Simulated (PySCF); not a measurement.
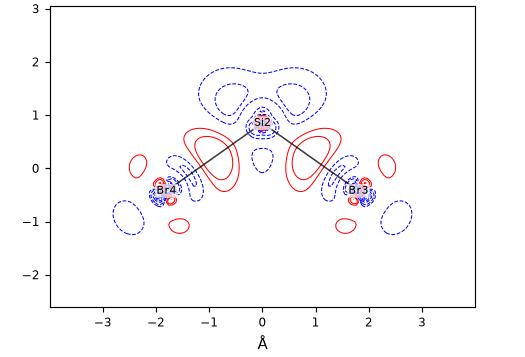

*Br4Si, SMILES `Br[Si](Br)(Br)Br`. Deformation density (molecule less spherical, spin-averaged free atoms) in the plane of Si2, Br3 and Br4; contours at ±0.05 to ±0.8 e/Å³; solid red lines: gain, dashed blue lines: loss.*

PySCF calculation, PBE0/def2-TZVP, gas phase; geometry: GFN2-xTB. No frequency check shows the geometry to be a minimum. GFN2-xTB bond lengths at metals and heavier atoms can be off by up to 0.1 Å and shapes distorted, which carries into these values.

The calculation's input:

```python
import numpy as np
from pyscf import gto, scf, dft
from pyscf.scf import atom_ks, atom_hf
from scipy.linalg import block_diag

def solve(mol, dm0=None, hcore=None):
    mf = (dft.UKS if mol.spin else dft.RKS)(mol, xc='pbe0')
    mf.grids.level = 3
    mf = mf.density_fit(auxbasis='def2-universal-jkfit')
    mf.conv_tol, mf.max_cycle = 1e-8, 80
    if hcore is not None:
        mf.get_hcore = lambda *args: hcore
    mf.kernel(dm0)
    if not mf.converged:
        mf = mf.newton().run(mf.mo_coeff, mf.mo_occ, max_cycle=30)
    assert mf.converged, 'SCF not converged'
    return mf

mol = gto.M(atom='''
Br    -1.27575     0.05680     1.80309
Si     0.00037     0.00031     0.00023
Br    -1.27584    -0.05675    -1.80308
Br     1.27564    -1.80323     0.05672
Br     1.27580     1.80305    -0.05682
''', basis='def2-tzvp', charge=0, spin=0, verbose=4)
mf = solve(mol)
mf.analyze()
# spherically averaged free atoms, for the promolecule
atm = atom_ks.get_atm_nrks(mol, xc='pbe0')
pro = block_diag(*[(atm[a[0]][2] * atm[a[0]][3]) @ atm[a[0]][2].T for a in mol._atom])
np.savez('result.npz', e=mf.e_tot, c=mf.mo_coeff, occ=mf.mo_occ, eps=mf.mo_energy, pro=pro, dip=mf.dip_moment(verbose=0), s2=mf.spin_square()[0])
```

Run with:

```sh
OMP_NUM_THREADS=1 python input.py
```

The run took 14 s on 1 thread of AMD EPYC 9R45 96-Core Processor (Zen 5) (shared host), peak memory 1 GiB.

Partitions, critical points and surface values were worked out afterwards from this run's density.

Question: Describe the bonding that the map shows.

Answer: Si2–Br4 and Si2–Br3: +0.10 e/Å³ at the bond critical point (bond length 2.21 Å, Mayer order 1.2). In all, 1.0 electrons gather in the regions of gain relative to the promolecule. A small or negative value marks a very polar bond, one between electron-rich atoms, whose free-atom densities already overlap strongly, a long bond to a heavier atom, or a closed-shell contact such as a hydrogen bond.

Question: Where do the Hirshfeld charges lie?

Answer: The highest Hirshfeld charge is on Si2 (+0.25 e), the lowest on Br1, Br3, Br4 and Br5 (−0.06 e).
